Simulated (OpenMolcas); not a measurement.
# Multiconfigurational calculation for Dy²⁺ complex (part 2 of 2)

The same run, continued: Dy²⁺ with 7 ligands (F; pentagonal bipyramid, 2.4 Å), neutralised by 7 outer point charges of +0.71 e, whose field is part of the energies. Method: state-averaged CASSCF, active space 10 electrons in the shell 4f, basis ANO-RCC-VDZP on the metal and ANO-RCC-VDZP on the ligands, DKH2 scalar Hamiltonian, spin-orbit coupling by RASSI with atomic mean-field integrals (OpenMolcas).

**The program's output (extracts), continued**
```
--- RASSI ---
SPIN-FREE ENERGIES:
  (Shifted by EMIN (a.u.) =     -12845.2078051885)

 SF State       Relative EMIN(au)   Rel lowest level(eV)    D:o, cm**(-1)

     1             0.0000000000        0.0000000000              0.0000
     2             0.0000759025        0.0020654119             16.6587
     3             0.0000759025        0.0020654119             16.6587
     4             0.0003114218        0.0084742184             68.3492
     5             0.0003114218        0.0084742184             68.3492
     6             0.0006940141        0.0188850847            152.3185
     7             0.0006940141        0.0188850847            152.3185
     8             0.0008143640        0.0221599731            178.7322
     9             0.0008143640        0.0221599731            178.7322
    10             0.0011253647        0.0306227343            246.9890
    11             0.0011253647        0.0306227343            246.9890
    12             0.0013467054        0.0366457218            295.5677
    13             0.0013542179        0.0368501472            297.2165
    14             0.0742974278        2.0217360057          16306.4006
    15             0.0742974278        2.0217360057          16306.4006
    16             0.0752401995        2.0473901304          16513.3151
    17             0.0755554448        2.0559683927          16582.5034
    18             0.0755825255        2.0567052942          16588.4469
    19             0.0755825255        2.0567052942          16588.4469
    20             0.0756738244        2.0591896652          16608.4847
    21             0.0756738244        2.0591896652          16608.4847
    34             0.0889163011        2.4195358120          19514.8724
    35             0.0889163011        2.4195358120          19514.8724
    36             0.0890953237        2.4244072658          19554.1633
    37             0.0891083038        2.4247604712          19557.0121
    38             0.0891083038        2.4247604712          19557.0121
    39             0.0891471035        2.4258162668          19565.5277
    40             0.0891471035        2.4258162668          19565.5277
    41             0.0892082508        2.4274801682          19578.9480
    42             0.0892082508        2.4274801682          19578.9480
    43             0.0892323983        2.4281372549          19584.2477
    44             0.0892323983        2.4281372549          19584.2477
    45             0.0892773148        2.4293594973          19594.1058
    46             0.0892773148        2.4293594973          19594.1058
    47             0.0893030433        2.4300596029          19599.7525
    48             0.0893193025        2.4305020392          19603.3210
    49             0.1132708807        3.0822576852          24860.0848
    50             0.1133119797        3.0833760453          24869.1050
    51             0.1133119797        3.0833760453          24869.1050
    52             0.1135368443        3.0894949237          24918.4571
Eigenvalues of complex Hamiltonian:
   -----------------------------------
  (Shifted by EMIN (a.u.) =     -12845.2078051885)

 SO State       Relative EMIN(au)   Rel lowest level(eV)    D:o, cm**(-1)

     1            -0.0298627529        0.0000000000              0.0000
     2            -0.0298230466        0.0010804650              8.7145
     3            -0.0298230464        0.0010804689              8.7146
     4            -0.0297046299        0.0043027472             34.7040
     5            -0.0297046299        0.0043027466             34.7040
     6            -0.0295121568        0.0095402073             76.9470
     7            -0.0295121567        0.0095402102             76.9470
     8            -0.0292617251        0.0163548013            131.9104
     9            -0.0292617251        0.0163548013            131.9104
    10            -0.0291781802        0.0186281719            150.2463
    11            -0.0291781802        0.0186281719            150.2463
    12            -0.0289935291        0.0236527855            190.7726
    13            -0.0289926321        0.0236771934            190.9694
    14            -0.0287861924        0.0292947049            236.2777
    15            -0.0287861924        0.0292947049            236.2777
    16            -0.0287796168        0.0294736359            237.7209
    17            -0.0287796168        0.0294736359            237.7209
    18            -0.0105206596        0.5263251731           4245.0988
    19            -0.0104752229        0.5275615666           4255.0710
    20            -0.0104752227        0.5275615727           4255.0710
    21            -0.0103461231        0.5310745525           4283.4051
    22            -0.0103461231        0.5310745533           4283.4051
    23            -0.0101532444        0.5363230485           4325.7371
    24            -0.0101532443        0.5363230515           4325.7371
    25            -0.0099290531        0.5424236049           4374.9414
    26            -0.0099290531        0.5424236049           4374.9414
    27            -0.0097823756        0.5464149038           4407.1334
    28            -0.0097823756        0.5464149038           4407.1334
    29            -0.0097311865        0.5478078303           4418.3681
    30            -0.0097273421        0.5479124415           4419.2119
    31            -0.0096466671        0.5501077194           4436.9180
    32            -0.0096466671        0.5501077195           4436.9180
    33             0.0037894223        0.9157223366           7385.7987
    34             0.0038427988        0.9171747855           7397.5135
    35             0.0038427989        0.9171747884           7397.5136
    36             0.0039911468        0.9212115405           7430.0722
    37             0.0039911468        0.9212115404           7430.0722
    38             0.0041993989        0.9268783683           7475.7782
    39             0.0041993989        0.9268783702           7475.7782
    40             0.0044127051        0.9326827271           7522.5935
    41             0.0044127051        0.9326827271           7522.5935
Weights of the five most important spin-orbit-free states for each spin-orbit state.

 SO State  Total energy (au)           Spin-free states, spin, and weights
 -------------------------------------------------------------------------------------------------------
    1        -0.029863       1 2.0  0.4125    2 2.0  0.2342    3 2.0  0.2342    4 2.0  0.0359    5 2.0  0.0359
    2        -0.029823       2 2.0  0.4294    1 2.0  0.3112    5 2.0  0.0807    4 2.0  0.0807    3 2.0  0.0333
    3        -0.029823       3 2.0  0.4294    1 2.0  0.3112    4 2.0  0.0807    5 2.0  0.0807    2 2.0  0.0333
    4        -0.029705       5 2.0  0.3488    3 2.0  0.1914    2 2.0  0.1914    1 2.0  0.1130    6 2.0  0.0499
    5        -0.029705       4 2.0  0.3488    3 2.0  0.1914    2 2.0  0.1914    1 2.0  0.1130    6 2.0  0.0499
    6        -0.029512       6 2.0  0.2799    5 2.0  0.2184    4 2.0  0.2184    3 2.0  0.0899    2 2.0  0.0899
    7        -0.029512       7 2.0  0.2799    4 2.0  0.2184    5 2.0  0.2184    3 2.0  0.0899    2 2.0  0.0899
    8        -0.029262       7 2.0  0.2302    6 2.0  0.2302    5 2.0  0.1349    4 2.0  0.1349   11 2.0  0.1028
    9        -0.029262       7 2.0  0.2302    6 2.0  0.2302    5 2.0  0.1349    4 2.0  0.1349   10 2.0  0.1028
   10        -0.029178       9 2.0  0.4759    8 2.0  0.4759   35 1.0  0.0234   34 1.0  0.0234  142 0.0  0.0003
   11        -0.029178       9 2.0  0.4759    8 2.0  0.4759   35 1.0  0.0234   34 1.0  0.0234  143 0.0  0.0003
   12        -0.028994      10 2.0  0.2210   11 2.0  0.2210    7 2.0  0.1925    6 2.0  0.1925   12 2.0  0.1175
```

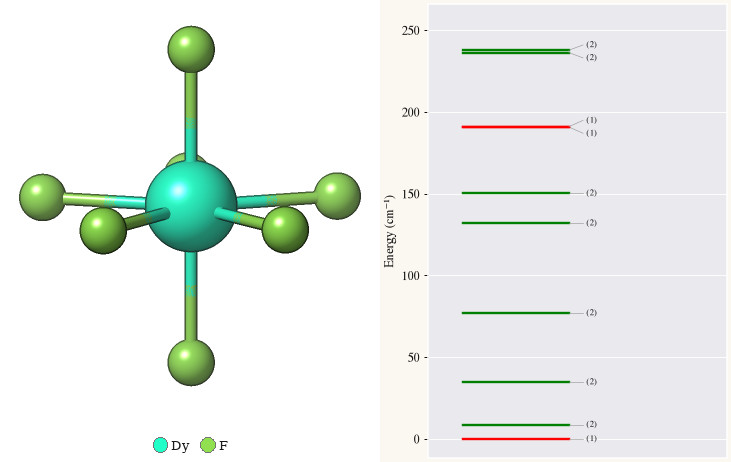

*Dy²⁺ (4f¹⁰) with 7 ligands, F⁻, at 2.4 Å (arrangement: pentagonal bipyramid, D5h), axial distortion 1.03, neutralised by outer point charges of +0.71 e, and its levels. Labels give the representation in O, Td, D4 or D3 as the site allows (double group for half-integer spin) where it could be assigned and, in brackets, the degeneracy; spin-free states, where drawn, share the zero of the spin-orbit levels.*

The ground level is non-degenerate, 95 % from states of spin multiplicity 5 (of the 210 states of multiplicity 3, 106 enter the spin-orbit step), effective J = 8.02, with |mJ| = 0 the largest share (100 %). The next level lies at 8.7 cm⁻¹. The lowest J multiplet spreads over 238 cm⁻¹. The active orbitals hold 100 % metal character (Löwdin), and the Mulliken charge of the metal is +1.89.

Outcome of the run: converged.
